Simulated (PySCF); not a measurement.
**NMR shielding calculation of CH6Cl2P2Si2**

System: CH6Cl2P2Si2, SMILES ClC(Cl)[SiH]1P[SiH2]P1.
Method: GIAO PBE0/pcSseg-1 NMR shielding, non-relativistic, gas phase (PySCF 2.14.0).

The geometry comes from this level: GFN2-xTB. It belongs to a series of runs on one base structure; here: terminal Cl group replaced by H. Figures and captions count atoms from 1; the log counts them from 0 in places.

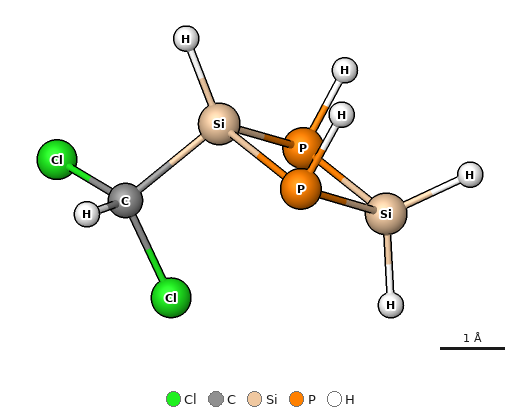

Fig. 1: The structure (ball-and-stick view, seen at a tilt). Bond lengths as drawn: C–Cl 1.77 Å, C–H 1.09 Å, C–Si 1.92 Å, H–P 1.38 to 1.39 Å, H–Si 1.46 Å and P–Si 2.26 to 2.28 Å.

## Input file
```
{"job": {"kind": "nmr", "xc": "PBE0", "basis": "pcSseg-1"}, "charge": 0, "multiplicity": 1}
Cl     3.443418     0.358952    -0.008475
C      1.903437     0.620297     0.816138
Cl     1.188538     2.159588     0.307326
Si     0.647744    -0.736321     0.295988
P     -1.258418    -0.195537     1.392516
Si    -1.906741     0.458408    -0.690532
P      0.017982    -0.097408    -1.775499
H      2.108821     0.694036     1.881120
H      1.241345    -2.054855     0.523518
H     -1.795168    -1.466398     1.298336
H     -2.114608     1.903266    -0.716408
H     -3.069349    -0.286060    -1.176918
H     -0.411390    -1.357482    -2.164837
```

The first line tells a small driver script what to run in PySCF; the rest is the geometry in Å.

Run on 1 CPU thread, shared host.

Launched with:
```bash
OMP_NUM_THREADS=1 python <driver script> task.json out
```

## Output
```
coarse grid: 14552 points
cycle   1  E = -2222.8079775310  dE =  6.895e-01  |g| = 3.569e-01  |ddm| = 3.658e+00
cycle   2  E = -2222.7768423347  dE =  3.114e-02  |g| = 5.105e-01  |ddm| = 1.085e+00
cycle   3  E = -2222.8444362993  dE = -6.759e-02  |g| = 6.293e-02  |ddm| = 6.202e-01
cycle   4  E = -2222.8452409450  dE = -8.046e-04  |g| = 3.145e-02  |ddm| = 1.177e-01
cycle   5  E = -2222.8455165654  dE = -2.756e-04  |g| = 3.658e-03  |ddm| = 4.539e-02
cycle   6  E = -2222.8455198309  dE = -3.265e-06  |g| = 1.430e-03  |ddm| = 7.927e-03
final grid: 114640 points
cycle   7  E = -2222.8839484724  dE = -2.672e-05  |g| = 5.441e-03  |ddm| = 2.822e-02
cycle   8  E = -2222.8839439861  dE =  4.486e-06  |g| = 6.401e-03  |ddm| = 1.196e-02
cycle   9  E = -2222.8839539988  dE = -1.001e-05  |g| = 1.327e-03  |ddm| = 7.642e-03
cycle  10  E = -2222.8839543816  dE = -3.828e-07  |g| = 2.650e-04  |ddm| = 1.663e-03
cycle  11  E = -2222.8839544017  dE = -2.008e-08  |g| = 4.424e-05  |ddm| = 4.655e-04
cycle  12  E = -2222.8839544023  dE = -5.934e-10  |g| = 1.497e-05  |ddm| = 1.009e-04
```

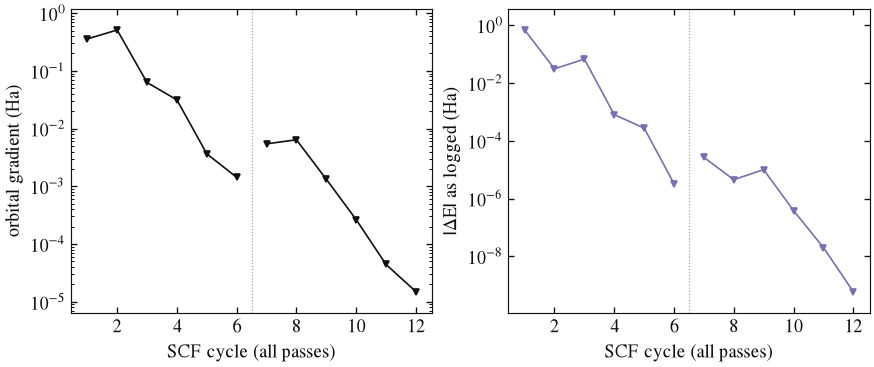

Fig. 2: Convergence of the self-consistent field: orbital gradient and size of the energy change against the SCF cycle. The dotted line marks the change from a coarse to the final integration grid. The first 6 cycles use a coarse grid, the final grid takes over at cycle 7, and the field converges after 12 cycles in all.

```
converged SCF energy = -2222.8839544023

GIAO shielding tensors (ppm)
atom      isotropic    diamagn.    paramagn.     s11        s22        s33       span
  0 Cl     742.867    1145.210    -402.344    457.126    742.472   1029.002    571.875
  1 C      113.101     252.297    -139.197     72.829    129.651    136.822     63.993
  2 Cl     739.359    1146.963    -407.604    491.111    741.573    985.393    494.282
  3 Si     351.988     878.730    -526.742    286.911    348.151    420.903    133.993
  4 P      542.391     967.003    -424.613    379.653    611.439    636.081    256.428
  5 Si     412.056     878.188    -466.132    375.437    427.729    433.002     57.565
  6 P      538.344     966.024    -427.680    358.556    619.640    636.837    278.281
  7 H       26.001      29.542      -3.541     20.670     26.344     30.990     10.320
  8 H       26.404      29.224      -2.820     21.859     25.636     31.718      9.859
  9 H       29.163      30.395      -1.233     25.920     26.502     35.066      9.146
 10 H       26.977      28.203      -1.226     23.833     24.811     32.288      8.455
 11 H       26.589      28.332      -1.742     23.484     24.058     32.226      8.742
 12 H       28.996      29.878      -0.883     25.396     26.614     34.977      9.581
```

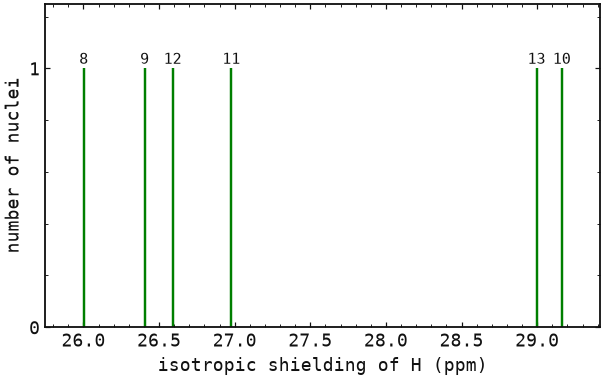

Fig. 3: Isotropic shieldings of the hydrogen nuclei in this fixed geometry, labelled by atom number; shielding grows to the right, so chemical shift grows to the left. The least shielded is H8 (26.0 ppm), the most shielded H10 (29.2 ppm).

## Summary

```json
{"quantity": "outcome", "value": "converged"}
{"quantity": "total energy", "value": "−2222.883954 hartree"}
{"quantity": "HOMO", "value": "−6.77 eV"}
{"quantity": "LUMO", "value": "−1.05 eV"}
{"quantity": "dipole moment", "value": "2.62 D"}
{"quantity": "isotropic shielding, Cl", "value": "739.4 to 742.9 ppm"}
{"quantity": "isotropic shielding, C", "value": "113.1 ppm"}
{"quantity": "isotropic shielding, Si", "value": "352.0 to 412.1 ppm"}
{"quantity": "isotropic shielding, P", "value": "538.3 to 542.4 ppm"}
{"quantity": "isotropic shielding, H", "value": "26.0 to 29.2 ppm"}
{"quantity": "wall time", "value": "52 s"}
{"quantity": "peak memory", "value": "0.91 GiB"}
```
